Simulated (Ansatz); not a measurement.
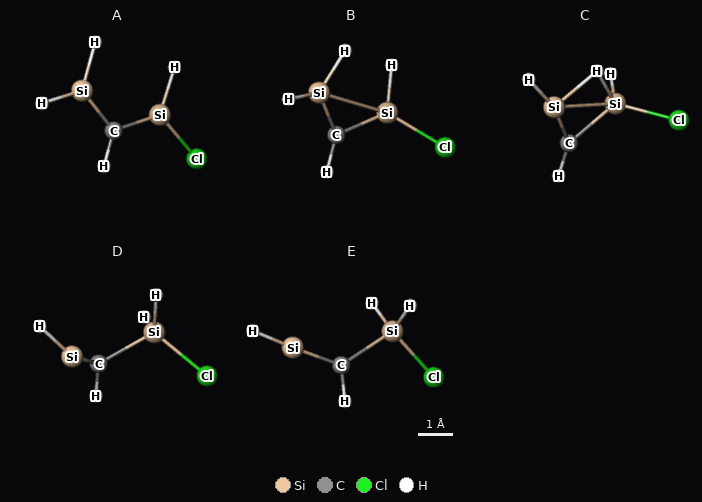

5 geometries from one relaxation of CH4ClSi2 (charge +1), in shuffled order. The picture is a ball-and-stick view, seen at a tilt.

The run prepares an end point of a later path (hydrogen shift) calculation, from a guessed geometry.

Method: Ansatz, RKS LDA/def2-SVP. (no spin polarisation; force threshold 0.02 eV/Å; at most 50 steps)

Put them in the order of the run, from the start to the converged end.

E, D, C, B, A. They are steps 0, 13, 23, 32, 39, at +52.1 kcal/mol, +44.6 kcal/mol, +21.3 kcal/mol, +8.99 kcal/mol relative to the last. The largest move after the best rigid fit is that of an H atom, 2.57 Å. By element the largest moves are H 2.57 Å, Si 0.94 Å, Cl 0.81 Å, C 0.23 Å. Some distances before and after: H–Si 3.755 → 1.496 Å, H–Si 1.458 → 3.380 Å, Si–Si 3.404 → 3.039 Å, C–Si 1.995 → 1.748 Å. New bonds form, among them: H–Si (3.76 → 1.50 Å). Bonds break, among them: H–Si (1.46 → 3.38 Å). Among the angles between lasting bonds that change: C–Si–H 177.6° → 121.7°, C–Si–H 104.3° → 122.4°, C–Si–Cl 105.3° → 122.7°. After 37 accepted moves (39 points after the start) the energy has fallen by 52.1 kcal/mol. The largest force component goes from 2.6 to 0.018 eV/Å. The line search rejected the trial steps at points 16, 25 of the run. The forces were under the threshold at step 6, but the run went on from there. Cost: 29 s on 2 threads of Intel(R) Xeon(R) Platinum 8488C (Sapphire Rapids), on a shared host, peak memory 0.14 GiB.
